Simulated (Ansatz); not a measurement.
# Al3Cu2: vibrations against volume

This session takes Al3Cu2 and sets out to follow the modes with volume.

Method: DFT LDA, scalar-relativistic, plane waves, PAW, in Ansatz 0.2.0.

2 further runs of the same task are left out: 2 set aside as unsound or not needed. Runs told in other sessions of the task aren't counted.

### 1 The structure to begin with

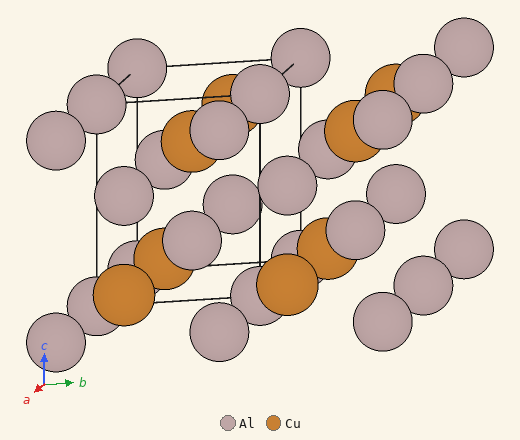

The starting structure, seen slightly off an axis (aluminium light grey, copper orange). 2×2×1 cells are drawn. Atoms on the faces are drawn again on the opposite ones.

As a file:

```
Al Cu
1.0
     4.05811    0.00000    0.00000
    -2.02906    3.51443    0.00000
     0.00000    0.00000    4.93516
Al Cu
3 2
Direct
  0.00000 0.00000 0.00000
  0.33333 0.66667 0.35108
  0.66667 0.33333 0.64892
  0.33333 0.66667 0.84202
  0.66667 0.33333 0.15798
```

It goes back to an entry of the Materials Project, which need not be the stable form.

This cell was relaxed beforehand with the same method: volume 14.08 Å³/atom, gap on the mesh none (metal).

### 2 The cell at 0.98 of its volume

Contents of input.yaml:

```yaml
crystal:
  lattice:
    - [4.0308784457, 0.0, 0.0]
    - [-2.0154392228, 3.4908431335, 0.0]
    - [0.0, 0.0, 4.9020414244]
  atoms:
    - { symbol: Al, position: [0.0, 0.0, 0.0] }
    - { symbol: Al, position: [0.3333333333, 0.6666666667, 0.3510826193] }
    - { symbol: Al, position: [0.6666666667, 0.3333333333, 0.6489173807] }
    - { symbol: Cu, position: [0.3333333333, 0.6666666667, 0.8420196299] }
    - { symbol: Cu, position: [0.6666666667, 0.3333333333, 0.1579803701] }
basis:
  ecutwfc: 420
kpoints:
  mp_grid: { grid: [12, 12, 8] }
hamiltonian:
  xc: lda
scf:
  occupations: { method: fermi_dirac, width: 0.15 }
output:
  forces: true
  stress: true
  eigenvalues: true
relax:
  adjacent_minimum: "off"
  f_tol: 0.001
  max_steps: 60
  cell: { stress_tol: 0.01, fix: [volume] }
```

Command:

```
$ ansatz run input.yaml --threads 2 --pin off --max-ram 6144MiB --backend cpu --events-out ev --progress --plain --runs-dir out
```

The log of the run (excerpt; [...] marks lines left out):

```text
Warning: RAYON_NUM_THREADS=2 ignored (pool sized by the plan → 2); use --threads N
band count auto-derived: 30 (N_el = 47.0; filled up to band 24; 29 by the electrons, moments and atoms)
[...]
Pseudopotentials: kind: paw
Pseudopotential: Al, paw, valence charge 3, recommended cutoff 420 eV (normal), Al.paw.azcp
Pseudopotential: Cu, paw, valence charge 19, recommended cutoff 420 eV (normal), Cu.paw.azcp
Functional definition: SPW92
[...]
Crystal: 5 atoms, lattice volume = 68.977 Å³
Basis set: ecut = 420 eV, 1373 PW (Γ)
Bands: 30, of which v1, the nominal top of the filled ones, is band 24 counted from 1 (23 counted from 0)
Symmetry: 12 space group operations
Space group: P-3m1 (ITA 164), of the structure as read, at distance tolerance 4.1e-5 Å
k-points: 131 of 1152
[...]
SCF iter   1: F=—  HF=-14651.074606 eV  |F-HF|=—  |Δ(HF+E_count)|=         —  Δρ=1.18e-2  dr2=4.21e-2  ethr=1.77e-3  ⟨swp⟩=6.5  Hψ=17832  notcnv=0
[...]
relax step   1: F+E_penalty+E_count = -14651.06341726 eV  Δ(F+E_penalty+E_count) = +0.000e0 eV  max|allowed force component| = 1.484e-2 eV/Å  Δτ_max = 0.0000 Å  P = +2.539 GPa  Ω = 68.977 Å³  fix = [volume]  reactions: volume +2.539 GPa  (7 SCF iters, dr2 threshold 1.00e-7 eV, accepted)
[...]
Free energy (F): -14651.063453 eV
[...]
E sigma→0 (E₀):  -14651.019206 eV
Entropy (-TS):   -0.088493 eV (-17.699 meV/atom)
Fermi energy:    11.815497 eV
[...]
--- Forces (eV/Å), atoms counted from 1 ---
  atom   1  Al     0.00000000    -0.00000000     0.00000000
  atom   2  Al     0.00000000     0.00000000    -0.00002251
  atom   3  Al    -0.00000000    -0.00000000     0.00002251
  atom   4  Cu    -0.00000000     0.00000000     0.00003650
  atom   5  Cu     0.00000000    -0.00000000    -0.00003650
[...]
--- Stress (GPa, compression-positive) ---
        2.531000       0.000000      -0.000000
        0.000000       2.531000      -0.000000
       -0.000000      -0.000000       2.531636
  P = ⅓ Tr σ = 2.5312 GPa (25.312 kbar)
--- Band table (eV; the first three rows and the last of 131) ---
[...]
--- Relaxed structure (4 steps of the walk, 4 accepted, 1 SCFs on fresh bases) ---
  F+E_penalty+E_count = -14651.06345301 eV   max|allowed force component| = 3.650e-5 eV/Å   (the final SCF, on the basis selected at the relaxed cell)
  cell:  # Å, volume = 68.9774 Å³
    - [4.0306997995985645, -2.8866452458401407e-11, -5.725749415901732e-21]
    - [-2.0153498997742836, 3.4906884214956357, -5.725749415757615e-21]
    - [-6.963211915494147e-21, -1.2060636821103017e-20, 4.902475964265151]
  atoms:
    - { symbol: Al, position: [2.4283281784846896e-35, 1.0890507873834181e-35, 4.423472095069897e-21] }
    - { symbol: Al, position: [0.3333333333333334, 0.6666666666666669, 0.3514437595748658] }
    - { symbol: Al, position: [0.6666666666666667, 0.3333333333333335, 0.6485562404251344] }
    - { symbol: Cu, position: [0.3333333333333334, 0.6666666666666669, 0.8423334709960987] }
    - { symbol: Cu, position: [0.6666666666666667, 0.3333333333333335, 0.15766652900390155] }
```

Wall time 9.9 s (2 threads of AMD EPYC 9R45 (Zen 5), shared host); peak memory 0.57 GiB.

Step by step:

| step | energy from step 1 (eV/cell) | largest force component (eV/Å) | pressure (GPa) | volume (Å³) |
| --- | --- | --- | --- | --- |
| 1 | 0.0000 | 0.0148 | 2.54 | 68.98 |
| 2 | 0.0000 | 0.0055 | 2.53 | 68.98 |
| 3 | 0.0000 | 0.0017 | 2.53 | 68.98 |
| 4 | 0.0000 | 0.0000 | 2.53 | 68.98 |
| 5 | 0.0000 | 0.0000 | 2.53 | 68.98 |

Step 1 is the start. Step 5 repeats the geometry before it on a plane-wave basis chosen anew for that cell, so its energy need not be comparable with the rows above.

|  | before | after | change |
| --- | --- | --- | --- |
| a (Å) | 4.031 | 4.031 | 0.0 % |
| b (Å) | 4.031 | 4.031 | 0.0 % |
| c (Å) | 4.902 | 4.902 | 0.0 % |
| volume (Å³/atom) | 13.80 | 13.80 | 0.0 % |
| shortest distance (Å) | 2.407 | 2.407 | 0.0 % |
| space group (0.01 Å) | P-3m1 | P-3m1 | same |

The run keeps the 12 symmetry operations of the start, so it could not have lowered the symmetry.

### 3 Phonons at Γ at 0.98 V

Contents of input.yaml:

```yaml
crystal:
  lattice:
    - [4.0306997996, 0.0, 0.0]
    - [-2.0153498998, 3.4906884215, 0.0]
    - [0.0, 0.0, 4.9024759643]
  atoms:
    - { symbol: Al, position: [0.0, 0.0, 0.0] }
    - { symbol: Al, position: [0.3333333333, 0.6666666667, 0.3514437596] }
    - { symbol: Al, position: [0.6666666667, 0.3333333333, 0.6485562404] }
    - { symbol: Cu, position: [0.3333333333, 0.6666666667, 0.842333471] }
    - { symbol: Cu, position: [0.6666666667, 0.3333333333, 0.157666529] }
basis:
  ecutwfc: 420
kpoints:
  mp_grid: { grid: [12, 12, 8] }
hamiltonian:
  xc: lda
scf:
  occupations: { method: fermi_dirac, width: 0.15 }
output:
  eigenvalues: true
phonons:
  method: dfpt
  eigenvectors: true
```

Command:

```
$ ansatz run input.yaml --threads 2 --pin off --max-ram 6144MiB --backend cpu --events-out ev --progress --plain --runs-dir out
```

The log of the run:

```text
Warning: RAYON_NUM_THREADS=2 ignored (pool sized by the plan → 2); use --threads N
band count auto-derived: 30 (N_el = 47.0; filled up to band 24; 29 by the electrons, moments and atoms)
Engine: ansatz 0.2.0, x86_64-unknown-linux-gnu
[... 4 set-up lines as earlier in the session ...]
  exchange = slater_x
  correlation = pw_c
Crystal: 5 atoms, lattice volume = 68.977 Å³
Basis set: ecut = 420 eV, 1373 PW (Γ), exchange–correlation on 54×54×72 points (8 copies of the dense FFT grid, shifted against one another)
Bands: 30, of which v1, the nominal top of the filled ones, is band 24 counted from 1 (23 counted from 0)
[... 1 set-up line as earlier in the session ...]
k-points: 320 of 1152 (irreducible under 2 space group operations, time reversal used)
Non-local potential: Al, projectors of the file, l = 0: 2, l = 1: 2, l = 2: 1
Non-local potential: Cu, projectors of the file, l = 0: 3, l = 1: 2, l = 2: 3, l = 3: 1
PAW form: soft (Blöchl's): semilocal exchange-correlation on the pseudo side does not see the compensation charge
PAW frozen core: Al, regenerated for the run's functional, and the local potential with it (the file was generated under x = pbe(κ = 0.804, μ = 0.2195149727645171), c = pbe(β = 0.06672455060314922))
PAW frozen core: Cu, regenerated for the run's functional, and the local potential with it (the file was generated under x = pbe(κ = 0.804, μ = 0.2195149727645171), c = pbe(β = 0.06672455060314922))
PAW one-centre angular grid: Al, 110 points (default); XC on 64 Gauss nodes
PAW one-centre angular grid: Cu, 590 points (default); XC on 64 Gauss nodes
Initial density: superposition of atomic densities (neutral atoms: chi_scale 0, normalization atom), corrected by the library's trained network
Initial wavefunctions: pseudopotential atomic-orbital guess
Functional: x = slater, c = lda
SCF iter   1: F=—  HF=-14651.074659 eV  |F-HF|=—  |Δ(HF+E_count)|=         —  Δρ=1.18e-2  dr2=4.22e-2  ethr=1.77e-3  ⟨swp⟩=6.6  Hψ=43735  notcnv=0
preconditioner: auto → Kerker (q_TF=auto, 2.559 Å⁻¹)  [metal: Δε(μ)=0.030 eV  Ē_g=8.386 eV  σ=0.150 eV  W_gap=0.05  n_scr=20 (ndim 8)  ℏωp=24.9 eV  f_vac=0.000  D(μ)=1.17/eV (n_scr^D=2)]
SCF iter   2: F=—  HF=-14651.064436 eV  |F-HF|=—  |Δ(HF+E_count)|=   1.02e-2  Δρ=2.44e-3  dr2=3.43e-3  ethr=8.98e-5  ⟨swp⟩=2.1  Hψ=17918  notcnv=0
SCF iter   3: F=—  HF=-14651.063723 eV  |F-HF|=—  |Δ(HF+E_count)|=   7.13e-4  Δρ=1.87e-3  dr2=1.34e-3  ethr=7.29e-6  ⟨swp⟩=2.1  Hψ=12428  notcnv=0
SCF iter   4: F=—  HF=-14651.063472 eV  |F-HF|=—  |Δ(HF+E_count)|=   2.51e-4  Δρ=3.58e-4  dr2=7.24e-5  ethr=2.84e-6  ⟨swp⟩=1.0  Hψ=9594  notcnv=0
SCF iter   5: F=—  HF=-14651.063458 eV  |F-HF|=—  |Δ(HF+E_count)|=   1.40e-5  Δρ=3.78e-5  dr2=9.49e-7  ethr=1.54e-7  ⟨swp⟩=1.0  Hψ=9595  notcnv=0
SCF iter   6: F=—  HF=-14651.063454 eV  |F-HF|=—  |Δ(HF+E_count)|=   3.48e-6  Δρ=2.17e-5  dr2=4.25e-7  ethr=2.02e-9  ⟨swp⟩=2.1  Hψ=13861  notcnv=0
SCF iter   7: F=—  HF=-14651.063454 eV  |F-HF|=—  |Δ(HF+E_count)|=   3.77e-8  Δρ=3.94e-6  dr2=2.61e-8  ethr=9.03e-10  ⟨swp⟩=2.2  Hψ=13116  notcnv=0
SCF iter   8: F=—  HF=-14651.063454 eV  |F-HF|=—  |Δ(HF+E_count)|=   2.39e-9  Δρ=1.71e-6  dr2=4.34e-9  ethr=5.54e-11  ⟨swp⟩=2.4  Hψ=15311  notcnv=0
SCF iter   9: F=—  HF=-14651.063454 eV  |F-HF|=—  |Δ(HF+E_count)|=  9.71e-10  Δρ=5.60e-7  dr2=3.99e-10  ethr=9.22e-12  ⟨swp⟩=2.5  Hψ=14251  notcnv=0
SCF iter  10: F=-14651.063454 eV  HF=-14651.063454 eV  |F-HF|=1.82e-12  |Δ(HF+E_count)|=  1.53e-10  Δρ=1.14e-7  dr2=9.45e-12  ethr=1.00e-12  ⟨swp⟩=4.2  Hψ=45599  notcnv=0
SCF 1 converged in 10 iterations: F = -14651.063454 eV  dr2 = 9.45e-12
DFPT response loops at Γ: preconditioner auto → Kerker (q_TF=auto, 2.559 Å⁻¹) (partly filled bands, converged f_vac=0.000); β = 1.00, the filter's whole step (`scf.mixing.beta` (0.50) is not read by the response loops under this deck's `scf.mixing.preconditioner`; to damp them name `kerker` or `kerker_dos`, under which they read `scf.mixing.beta`, and type it under 1.00, their step now; both keys bind the ground state too); Broyden in place of MSR1
SCF converged after 10 iterations
Free energy (F): -14651.063454 eV
Harris-Foulkes:  -14651.063454 eV  (|F-HF|=1.82e-12)
Internal energy: -14650.974961 eV  (E = F + TS)
E sigma→0 (E₀):  -14651.019207 eV
Entropy (-TS):   -0.088493 eV (-17.699 meV/atom)
Fermi energy:    11.815497 eV
--- Per-component energies (eV) ---
  E_band       = -911.457152
  E_kinetic    = 676.766863
  E_local      = -11508.833819  (includes V_loc(G=0)·N_el)
  E_nonlocal   = 809.836226
  E_hartree    = 5167.806831
  E_xc         = -301.556274
  E_vxc        = -326.000710  (∫ρ·V_xc dr)
  E_paw        = -4507.086526  (= ΣΔE_a)
  E_vpaw       = -898.839466  (= ΣTr[D̂ρ^β])
  E_aug_tail   = 0.000368  (compensation charges beyond the density's cutoff)
  E_ewald      = -4988.975099
  E_core_change = 1.066470  (= ΣΔE_core)
  E_smearing   = -0.088493  (= −TS)
  E_closure    = -0.000000  (closes the sum)
  Σ components = -14651.063454   (vs F -14651.063454, Δ=0.00e0)
--- Band table (eV; the first three rows and the last of 320) ---
  k-point 0: bands = ["-101.8688", "-101.8669", "-59.6811", "-59.6736", "-59.6697", "-59.6697", "-59.6608", "-59.6608", "0.1755", "5.1025", "5.6821", "6.1658", "6.1658", "6.5356", "6.5356", "7.0906", "7.0906", "7.5017", "7.5017", "8.0100", "8.0297", "11.5812", "11.5812", "13.2147", "13.2147", "14.5020", "14.8390", "17.3106", "17.3106", "17.3206"]
  k-point 1: bands = ["-101.8688", "-101.8669", "-59.6811", "-59.6737", "-59.6697", "-59.6697", "-59.6608", "-59.6608", "0.2672", "4.5589", "5.8647", "6.1523", "6.1523", "6.5274", "6.5274", "7.1127", "7.1127", "7.4699", "7.5015", "7.5015", "9.1118", "11.6850", "11.6850", "13.2641", "13.2641", "14.5240", "14.8923", "16.4420", "16.4420", "17.1194"]
  k-point 2: bands = ["-101.8688", "-101.8669", "-59.6811", "-59.6737", "-59.6697", "-59.6697", "-59.6608", "-59.6608", "0.5351", "3.6438", "6.0125", "6.1223", "6.1223", "6.5059", "6.5059", "7.1712", "7.1712", "7.2683", "7.4950", "7.4950", "10.6095", "11.9900", "11.9900", "13.3919", "13.3919", "14.5862", "15.0396", "15.3770", "15.3770", "16.3079"]
  k-point 319: bands = ["-101.8682", "-101.8675", "-59.6802", "-59.6784", "-59.6707", "-59.6648", "-59.6622", "-59.6599", "3.4249", "4.2532", "5.2942", "5.6584", "6.0693", "6.3414", "6.6148", "6.7633", "6.9406", "7.2049", "7.3113", "7.3347", "7.9860", "8.3671", "8.4902", "9.7342", "15.7355", "16.1335", "16.5418", "16.5909", "17.3494", "17.7393"]
--- Phonons (Γ-DFPT): 6 representative perturbations + reference, on 320 of 1152 k-points (Σ response iterations 23) ---
  k mesh reduced under 2 symmetry operations, with k and −k counted as one. Each operation leaves every solved perturbation unchanged. A smaller set is not used because it would not reduce the number of displacements times k-points to solve
  ASR residual: 4.085e-4 → 0.000e0 eV/Å²; symmetrization residual: 5.320e-6 eV/Å²
  ASR residual per site (eV/Å²): 4.71e-5 1.99e-5 1.99e-5 4.09e-4 4.09e-4
  Γ frequencies (cm⁻¹): 0.00 0.00 0.00 133.60 133.60 163.80 194.77 213.24 213.24 288.17 288.17 340.25 340.25 341.39 374.99
  non-analytic LO–TO correction: not included (Born effective charges unavailable; polar crystals: no LO–TO splitting at Γ)
```

Wall time 73 s (2 threads of AMD EPYC 9R45 (Zen 5), shared host); peak memory 2.2 GiB.

The optical modes at Γ, the three translations left out (i: imaginary):

| cm⁻¹ | meV | modes |
| --- | --- | --- |
| 134 | 16.6 | 2 |
| 164 | 20.3 | 1 |
| 195 | 24.1 | 1 |
| 213 | 26.4 | 2 |
| 288 | 35.7 | 2 |
| 340 | 42.2 | 2 |
| 341 | 42.3 | 1 |
| 375 | 46.5 | 1 |

### 4 The cell at 1.02 of its volume

Contents of input.yaml:

```yaml
crystal:
  lattice:
    - [4.0849906536, 0.0, 0.0]
    - [-2.0424953268, 3.5377056803, 0.0]
    - [0.0, 0.0, 4.9678484906]
  atoms:
    - { symbol: Al, position: [0.0, 0.0, 0.0] }
    - { symbol: Al, position: [0.3333333333, 0.6666666667, 0.3510826193] }
    - { symbol: Al, position: [0.6666666667, 0.3333333333, 0.6489173807] }
    - { symbol: Cu, position: [0.3333333333, 0.6666666667, 0.8420196299] }
    - { symbol: Cu, position: [0.6666666667, 0.3333333333, 0.1579803701] }
basis:
  ecutwfc: 420
kpoints:
  mp_grid: { grid: [12, 12, 8] }
hamiltonian:
  xc: lda
scf:
  occupations: { method: fermi_dirac, width: 0.15 }
output:
  forces: true
  stress: true
  eigenvalues: true
relax:
  adjacent_minimum: "off"
  f_tol: 0.001
  max_steps: 60
  cell: { stress_tol: 0.01, fix: [volume] }
```

Command:

```
$ ansatz run input.yaml --threads 2 --pin off --max-ram 6144MiB --backend cpu --events-out ev --progress --plain --runs-dir out
```

The log of the run (excerpt; [...] marks lines left out):

```text
Warning: RAYON_NUM_THREADS=2 ignored (pool sized by the plan → 2); use --threads N
band count auto-derived: 30 (N_el = 47.0; filled up to band 24; 29 by the electrons, moments and atoms)
[...]
[... 4 set-up lines as earlier in the session ...]
[...]
Crystal: 5 atoms, lattice volume = 71.793 Å³
Basis set: ecut = 420 eV, 1385 PW (Γ)
Bands: 30, of which v1, the nominal top of the filled ones, is band 24 counted from 1 (23 counted from 0)
[... 1 set-up line as earlier in the session ...]
Space group: P-3m1 (ITA 164), of the structure as read, at distance tolerance 4.2e-5 Å
k-points: 131 of 1152
[...]
SCF iter   1: F=—  HF=-14651.073762 eV  |F-HF|=—  |Δ(HF+E_count)|=         —  Δρ=1.06e-2  dr2=3.45e-2  ethr=1.77e-3  ⟨swp⟩=6.5  Hψ=17749  notcnv=0
[...]
        0.000000      -0.000000      -2.254634
  P = ⅓ Tr σ = -2.2550 GPa (-22.550 kbar)
--- Band table (eV; the first three rows and the last of 131) ---
[...]
--- Relaxed structure (4 steps of the walk, 4 accepted, 1 SCFs on fresh bases) ---
  F+E_penalty+E_count = -14651.06427231 eV   max|allowed force component| = 9.847e-5 eV/Å   (the final SCF, on the basis selected at the relaxed cell)
  cell:  # Å, volume = 71.7928 Å³
    - [4.085081768692665, 2.0191406566028318e-33, -6.7437185868466096e-21]
    - [-2.0425408843463324, 3.5377845882245134, 3.3718592934240424e-21]
    - [-8.201186989959651e-21, 1.0356236431926592e-33, 4.967626883895429]
  atoms:
    - { symbol: Al, position: [1.3441785321229956e-35, 2.1776033604246663e-35, 1.3094628483984524e-20] }
    - { symbol: Al, position: [0.3333333333333333, 0.6666666666666666, 0.3507168108175661] }
    - { symbol: Al, position: [0.6666666666666666, 0.3333333333333333, 0.6492831891824341] }
    - { symbol: Cu, position: [0.3333333333333333, 0.6666666666666666, 0.8416986662561696] }
    - { symbol: Cu, position: [0.6666666666666666, 0.3333333333333333, 0.1583013337438304] }
```

Wall time 10 s (2 threads of AMD EPYC 9R45 (Zen 5), shared host); peak memory 0.58 GiB.

Step by step:

```
step  energy from step 1 (eV/cell)  largest force component (eV/Å)  pressure (GPa)  volume (Å³)
   1                        0.0000                          0.0133           -2.26        71.79
   2                        0.0000                          0.0047           -2.26        71.79
   3                        0.0000                          0.0017           -2.26        71.79
   4                        0.0000                          0.0001           -2.26        71.79
   5                        0.0000                          0.0001           -2.26        71.79
```

Step 1 is the start. Step 5 repeats the geometry before it on a plane-wave basis chosen anew for that cell, so its energy need not be comparable with the rows above.

|  | before | after | change |
| --- | --- | --- | --- |
| a (Å) | 4.085 | 4.085 | 0.0 % |
| b (Å) | 4.085 | 4.085 | 0.0 % |
| c (Å) | 4.968 | 4.968 | 0.0 % |
| volume (Å³/atom) | 14.36 | 14.36 | 0.0 % |
| shortest distance (Å) | 2.439 | 2.439 | 0.0 % |
| space group (0.01 Å) | P-3m1 | P-3m1 | same |

Forces and stress were held to the start's 12 operations: a distortion of lower symmetry was not tested.

### 5 Phonons at Γ at 1.02 V

Contents of input.yaml:

```yaml
crystal:
  lattice:
    - [4.0850817687, 0.0, 0.0]
    - [-2.0425408843, 3.5377845882, 0.0]
    - [0.0, 0.0, 4.9676268839]
  atoms:
    - { symbol: Al, position: [0.0, 0.0, 0.0] }
    - { symbol: Al, position: [0.3333333333, 0.6666666667, 0.3507168108] }
    - { symbol: Al, position: [0.6666666667, 0.3333333333, 0.6492831892] }
    - { symbol: Cu, position: [0.3333333333, 0.6666666667, 0.8416986663] }
    - { symbol: Cu, position: [0.6666666667, 0.3333333333, 0.1583013337] }
basis:
  ecutwfc: 420
kpoints:
  mp_grid: { grid: [12, 12, 8] }
hamiltonian:
  xc: lda
scf:
  occupations: { method: fermi_dirac, width: 0.15 }
output:
  eigenvalues: true
phonons:
  method: dfpt
  eigenvectors: true
```

Command:

```
$ ansatz run input.yaml --threads 2 --pin off --max-ram 6144MiB --backend cpu --events-out ev --progress --plain --runs-dir out
```

The log of the run (excerpt; [...] marks lines left out):

```text
Warning: RAYON_NUM_THREADS=2 ignored (pool sized by the plan → 2); use --threads N
band count auto-derived: 30 (N_el = 47.0; filled up to band 24; 29 by the electrons, moments and atoms)
[...]
[... 4 set-up lines as earlier in the session ...]
[...]
Crystal: 5 atoms, lattice volume = 71.793 Å³
Basis set: ecut = 420 eV, 1385 PW (Γ), exchange–correlation on 60×60×72 points (8 copies of the dense FFT grid, shifted against one another)
Bands: 30, of which v1, the nominal top of the filled ones, is band 24 counted from 1 (23 counted from 0)
[... 1 set-up line as earlier in the session ...]
k-points: 320 of 1152 (irreducible under 2 space group operations, time reversal used)
[...]
SCF converged after 10 iterations
Free energy (F): -14651.064274 eV
[...]
E sigma→0 (E₀):  -14651.016440 eV
Entropy (-TS):   -0.095667 eV (-19.133 meV/atom)
Fermi energy:    11.209271 eV
[...]
--- Band table (eV; the first three rows and the last of 320) ---
[...]
--- Phonons (Γ-DFPT): 6 representative perturbations + reference, on 320 of 1152 k-points (Σ response iterations 23) ---
  k mesh reduced under 2 symmetry operations, with k and −k counted as one. Each operation leaves every solved perturbation unchanged. A smaller set is not used because it would not reduce the number of displacements times k-points to solve
  ASR residual: 3.587e-4 → 0.000e0 eV/Å²; symmetrization residual: 6.879e-6 eV/Å²
  ASR residual per site (eV/Å²): 3.21e-5 2.19e-5 2.19e-5 3.59e-4 3.59e-4
  Γ frequencies (cm⁻¹): 0.00 0.00 0.00 119.54 119.54 150.70 183.80 197.49 197.49 266.77 266.77 314.67 314.67 316.61 349.17
  non-analytic LO–TO correction: not included (Born effective charges unavailable; polar crystals: no LO–TO splitting at Γ)
```

Wall time 75 s (2 threads of AMD EPYC 9R45 (Zen 5), shared host); peak memory 2.3 GiB.

The optical modes at Γ, the three translations left out (i: imaginary):

| cm⁻¹ | THz | modes |
| --- | --- | --- |
| 120 | 3.58 | 2 |
| 151 | 4.52 | 1 |
| 184 | 5.51 | 1 |
| 197 | 5.92 | 2 |
| 267 | 8.00 | 2 |
| 315 | 9.43 | 2 |
| 317 | 9.49 | 1 |
| 349 | 10.47 | 1 |

### 6 Mode Grüneisen parameters

γ = −d ln ν / d ln V from the cells at 0.98 and 1.02 of the volume, modes matched by rank (crossings can mismatch them); frequencies in cm⁻¹:

| 0.98 V | V | 1.02 V | γ |
| --- | --- | --- | --- |
| 134 | 126 | 120 | 2.78 |
| 164 | 157 | 151 | 2.08 |
| 195 | 189 | 184 | 1.45 |
| 213 | 205 | 197 | 1.92 |
| 288 | 277 | 267 | 1.93 |
| 340 | 327 | 315 | 1.95 |
| 341 | 329 | 317 | 1.88 |
| 375 | 362 | 349 | 1.78 |

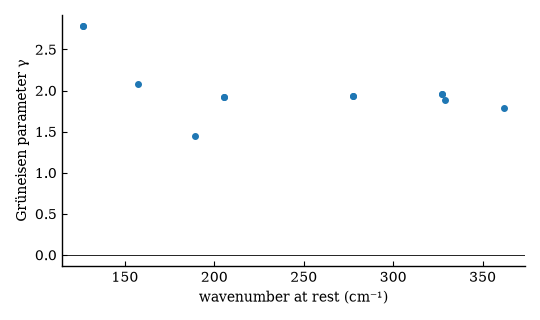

Grüneisen parameter of each real mode against its frequency.

The strained cells stand under 2.53 and -2.26 GPa, so B = −dP/d ln V ≈ 120 GPa.

### 7 What came out

```
                           quantity                    value
       optical modes at Γ at 0.98 V          134 to 375 cm⁻¹
       optical modes at Γ at 1.02 V          120 to 349 cm⁻¹
bulk modulus from the two pressures                  120 GPa
          mode Grüneisen parameters  1.45 to 2.78, mean 2.03
```

In words: Every real mode has a positive γ; these are zone-centre modes alone. For a metal these values are sensitive to the k mesh.
